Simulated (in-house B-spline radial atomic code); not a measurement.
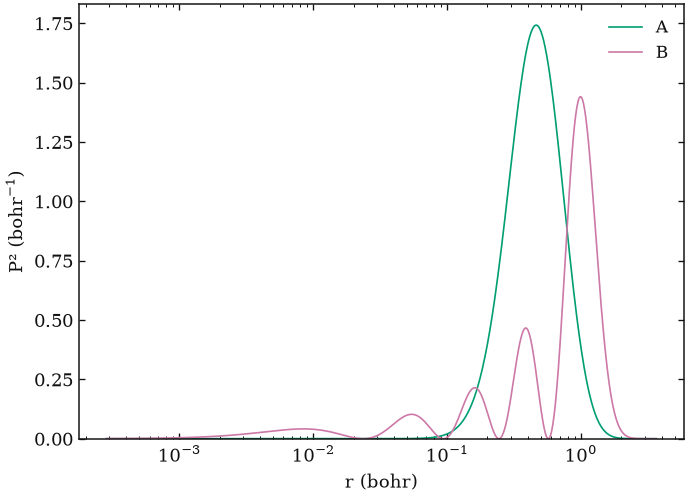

System: Yb¹³⁺ (Z = 70, 57 electrons), configuration [Kr] 4d10 4f10 5s1 (open shells shared over both j by 2j + 1). Method: Dirac-Hartree-Fock, average of configuration, Fermi nucleus, basis-set limit; computed with an in-house B-spline radial code.

The plot shows the radial probability densities P² (large components) of 5s and 4f5/2.

Question: Which curve belongs to which orbital?

Answer: A is 4f5/2; B is 5s. 4f5/2: outer maximum at 0.462 bohr, ⟨r⟩ = 0.597 bohr, 0 nodes, eigenvalue −276.5 eV; 5s: outer maximum at 0.990 bohr, ⟨r⟩ = 1.04 bohr, 4 nodes, eigenvalue −285.3 eV.
